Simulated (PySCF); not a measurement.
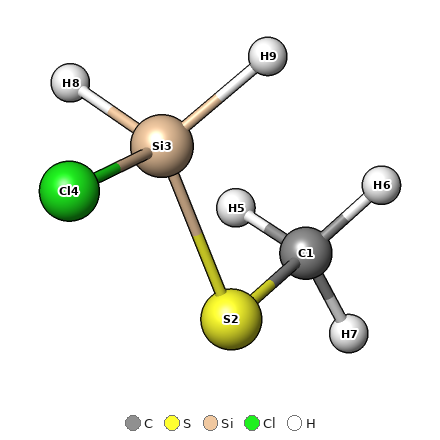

CH₅ClSSi, SMILES CS[SiH2]Cl. Vertical core-electron binding energies by ΔSCF (PBE0, pcX-2 on the ionised atom, pcseg-1 elsewhere, spin-free X2C; PySCF 2.14.0, at a PBE0-D3(BJ)/def2-SVP geometry (no frequency check)), gas phase, against the vacuum level. One atom of each kind was ionised; within a panel, areas follow the number of like atoms and 2j + 1 (2p levels are split by first-order spin-orbit coupling, an approximation), Gaussians of 0.6 eV full width. Only the regions named are shown.

**Predict the S 2p photoelectron lines.**

```tsv
level	atoms	binding energy (eV)
S 2p1/2	S2	170.0
S 2p3/2	S2	168.8
```

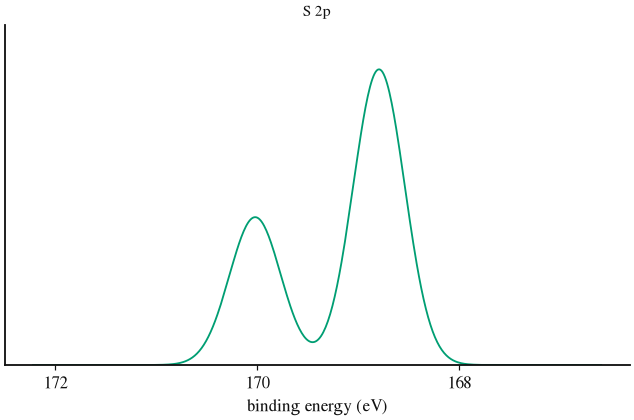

Caveats: one conformer of a flexible molecule.
